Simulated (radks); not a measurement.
## Atomic calculation, with input and output: Pr

System: atomic praseodymium (Pr) in the configuration [Xe] 4f3 6s2 (high spin).
Method: scalar-relativistic Kohn-Sham, AM05, spin-polarised, spherical densities, finite nucleus (the in-house radial solver radks).

Log:
```
1s      1   1.0000       -1535.10331318
2s      1   1.0000        -246.99459387
2p      1   3.0000        -221.08925570
3s      1   1.0000         -53.27037736
3p      1   3.0000         -45.06432081
3d      1   5.0000         -33.52142161
4s      1   1.0000         -10.59621524
4p      1   3.0000          -7.91439434
4d      1   5.0000          -4.07862301
4f      1   3.0000          -0.06967883
5s      1   1.0000          -1.45355431
5p      1   3.0000          -0.80348176
6s      1   1.0000          -0.12766010
5d      1   0.0000          -0.07839209
6p      1   0.0000          -0.04441442
7s      1   0.0000          -0.00546329
5f      1   0.0000           0.00022942
1s      2   1.0000       -1535.10329773
2s      2   1.0000        -246.99404982
2p      2   3.0000        -221.08890963
3s      2   1.0000         -53.24263515
3p      2   3.0000         -45.03670561
3d      2   5.0000         -33.49983963
4s      2   1.0000         -10.52247557
4p      2   3.0000          -7.83978786
4d      2   5.0000          -4.00261341
4f      2   0.0000          -0.00460206
5s      2   1.0000          -1.40133423
5p      2   3.0000          -0.76315721
6s      2   1.0000          -0.12176118
5d      2   0.0000          -0.06413935
6p      2   0.0000          -0.04253518
7s      2   0.0000          -0.00500902
5f      2   0.0000           0.00022921
Etot -9230.452216751548
Ekin 9800.525199221807
Encl -22400.436624741014
Eh 3578.790491048408
Exc -209.33128228074997
err 1.7957514090986101e-09
it 15
```

Orbitals:

| orbital | occupation | energy (eV) | ⟨r⟩ (bohr) | outer maximum (bohr) |
| --- | --- | --- | --- | --- |
| 1s up | 1 | −41772.3 | 0.02411 | 0.0154 |
| 1s down | 1 | −41772.3 | 0.02411 | 0.0154 |
| 2s up | 1 | −6721.1 | 0.1031 | 0.0873 |
| 2s down | 1 | −6721.1 | 0.1031 | 0.0873 |
| 2p up | 3 | −6016.1 | 0.09058 | 0.0703 |
| 2p down | 3 | −6016.1 | 0.09058 | 0.0703 |
| 3s up | 1 | −1449.6 | 0.2727 | 0.249 |
| 3s down | 1 | −1448.8 | 0.2726 | 0.249 |
| 3p up | 3 | −1226.3 | 0.2707 | 0.244 |
| 3p down | 3 | −1225.5 | 0.2706 | 0.244 |
| 3d up | 5 | −912.164 | 0.2477 | 0.200 |
| 3d down | 5 | −911.577 | 0.2475 | 0.200 |
| 4s up | 1 | −288.338 | 0.6230 | 0.579 |
| 4s down | 1 | −286.331 | 0.6227 | 0.579 |
| 4p up | 3 | −215.362 | 0.6600 | 0.605 |
| 4p down | 3 | −213.331 | 0.6597 | 0.604 |
| 4d up | 5 | −110.985 | 0.7279 | 0.636 |
| 4d down | 5 | −108.917 | 0.7277 | 0.636 |
| 5s up | 1 | −39.553 | 1.502 | 1.35 |
| 5s down | 1 | −38.132 | 1.515 | 1.36 |
| 5p up | 3 | −21.864 | 1.758 | 1.53 |
| 5p down | 3 | −20.767 | 1.780 | 1.54 |
| 6s up | 1 | −3.474 | 4.453 | 3.82 |
| 6s down | 1 | −3.313 | 4.559 | 3.92 |
| 5d up | 0 | −2.133 | 3.240 | 2.24 |
| 4f up | 3 | −1.896 | 1.176 | 0.693 |
| 5d down | 0 | −1.745 | 3.464 | 2.31 |
| 6p up | 0 | −1.209 | 6.159 | 5.06 |
| 6p down | 0 | −1.157 | 6.287 | 5.17 |
| 4f down | 0 | −0.125 | 1.323 | 0.695 |

Slater integrals of the outer shells (hartree):

| integral | value |
| --- | --- |
| F0(4f,4f) | 0.8183 |
| F2(4f,4f) | 0.3688 |
| F4(4f,4f) | 0.2278 |
| F6(4f,4f) | 0.1629 |
| F0(4f,6s) | 0.2619 |
| G3(4f,6s) | 0.0125 |
| F0(4f,5p) | 0.5887 |
| F2(4f,5p) | 0.2226 |
| G2(4f,5p) | 0.1383 |
| G4(4f,5p) | 0.1021 |
| F0(4f,5s) | 0.6582 |
| G3(4f,5s) | 0.1496 |
| F0(4f,5d) | 0.3725 |
| F2(4f,5d) | 0.0956 |

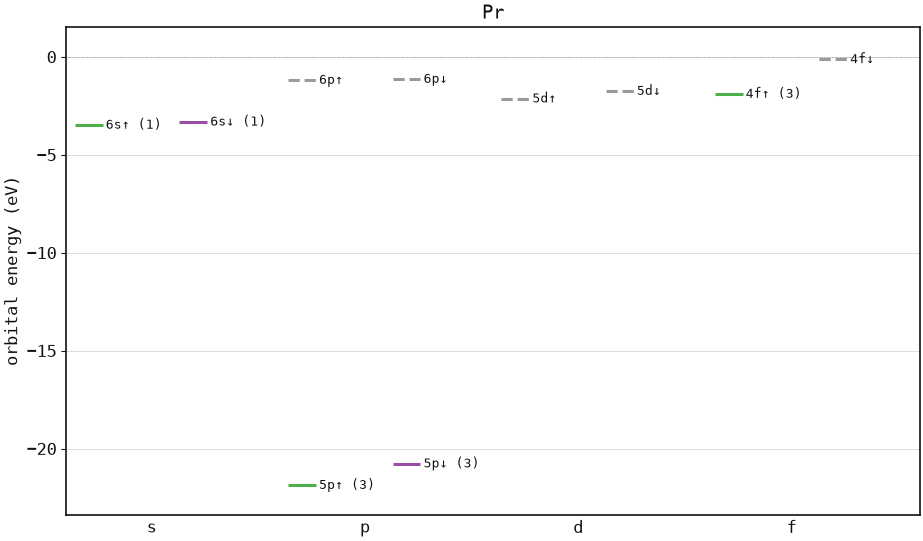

The outer levels are drawn by angular momentum (occupations in brackets, up spins at the left of each column and down spins at the right, empty levels dashed). The highest occupied level is 4f up at −1.90 eV. From the top down the occupied levels run 4f up (−1.90 eV), 6s down (−3.31 eV), 6s up (−3.47 eV), 5p down (−20.8 eV), 5p up (−21.9 eV). The lowest empty level drawn is 5d up at −2.13 eV, below the highest occupied one, so this filling isn't the aufbau one. The largest exchange splitting (down less up) among the shells drawn in both spins is that of 4f, 1.77 eV. The order isn't aufbau: the empty 5d up level lies under the highest occupied one.

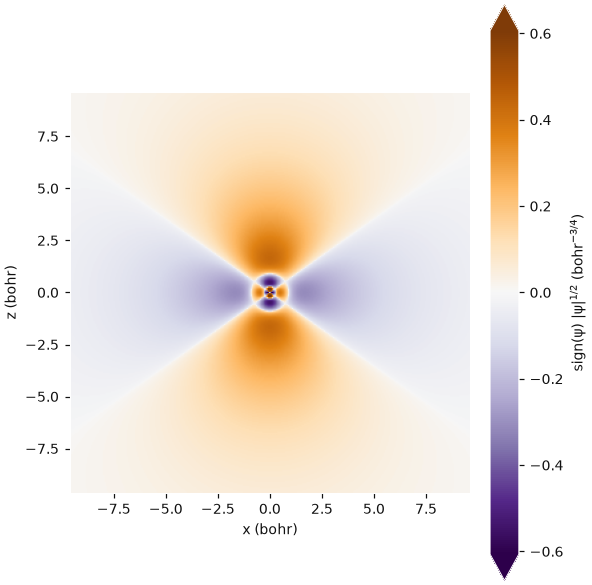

The 5d(z²) orbital of up spin. In the xz plane through the nucleus, the colour gives the signed square root of ψ. The radial function comes from the spherical calculation and is multiplied by a real spherical harmonic; the overall sign is chosen so that the largest lobe of P(r) is positive; at the scalar-relativistic level it is the large component. It has two nodal cones about z and 2 radial nodes, at r = 0.291 and 0.905 bohr. The outermost maximum of P² lies at 2.24 bohr, ⟨r⟩ = 3.24 bohr, 90 % of the charge lies within 5.32 bohr, and the eigenvalue is −2.13 eV (the orbital is empty).

Input file:
```
Z 59
configuration [Xe] 4f3 6s2 5d0 6p0 7s0 5f0
relativity scalar-relativistic
functional am05,am05
spin polarised
nucleus finite rms 4.8919 fm
c 137.035999084
```

Energies in input and log are in hartree, lengths in bohr (the nuclear radius in fm).

Summary:

```
                       quantity                      value
                        outcome                  converged
                   total energy         −9230.4522 hartree
                 kinetic energy          9800.5252 hartree
        electron–nucleus energy        −22400.4366 hartree
                 Hartree energy          3578.7905 hartree
    exchange–correlation energy        −209.331282 hartree
radius at density 0.001 e/bohr³                  5.39 bohr
                 SCF iterations                         15
                       hardware  1 CPU thread, shared host
```
